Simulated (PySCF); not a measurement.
Consider CH$_{2}$Ge$_{2}$.

Input file:

```
from pyscf import gto, dft

mol = gto.M(
    atom='''
C        0.112689      -1.113659       0.857363
Ge      -1.345841       0.014826       1.199281
Ge       0.758243      -0.069482      -0.560361
H       -0.666334       0.968624      -0.173420
H        0.459530      -2.041461       1.316293
''',
    basis='def2-tzvpd',
    verbose=3,
    max_memory=3720,
    charge=0,
)

mf = dft.RKS(mol, xc='pbe0')
mf = mf.density_fit(auxbasis='def2-universal-jkfit')
mf.max_cycle = 100
mf.conv_tol = 1e-09
mf.grids.level = 3
mf.kernel()
if not mf.converged:
    mf = mf.newton().run(mf.mo_coeff, mf.mo_occ)

e_final = mf.e_tot
print('E(%s) = %.9f' % ('PBE0', e_final))
grad = mf.nuc_grad_method().kernel()
dip = mf.dip_moment()
pop, q = mf.mulliken_pop()
```

Launched as:

```sh
OMP_NUM_THREADS=2 python input.py
```

Geometry: B3LYP-D3(BJ)/def2-SVP.

These are results of PySCF, Gaussian-basis quantum chemistry of an isolated molecule with PySCF, energy and nuclear gradient, functional PBE0, not measurements.

### What can the converged electron density and electron localisation function tell about the bonding?

C–Ge (1.88 Å): the density is about 0.93 e/Å³ at the midpoint; the ELF peaks at about 0.85 in the valence shell of C, 0.7 Å from its nucleus, and is about 0.55 at the midpoint.
C–H (1.09 Å): the density is about 2 e/Å³ at the midpoint; the ELF climbs to about 1 towards the hydrogen, as it does in any bond to H: a covalent bond by its length.
Ge–H (1.80 Å): ρ is about 0.56 e/Å³ halfway; the ELF climbs to about 1 towards the hydrogen.

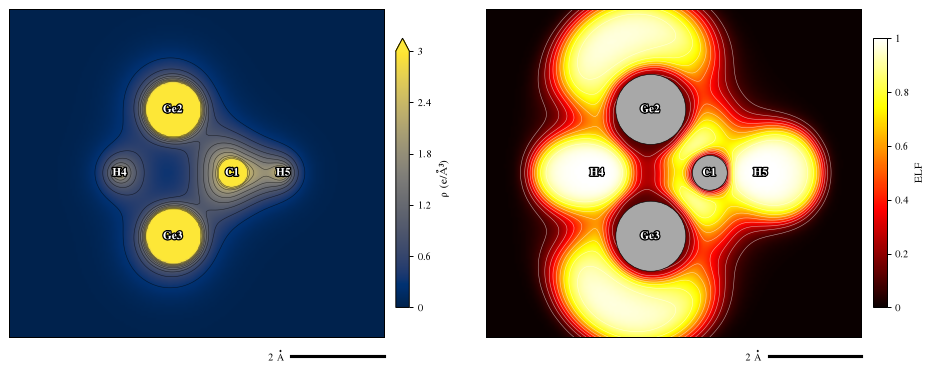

Computed electron density and electron localisation function on the molecular plane, in this order. Grey discs cover the atomic cores in the ELF map. 
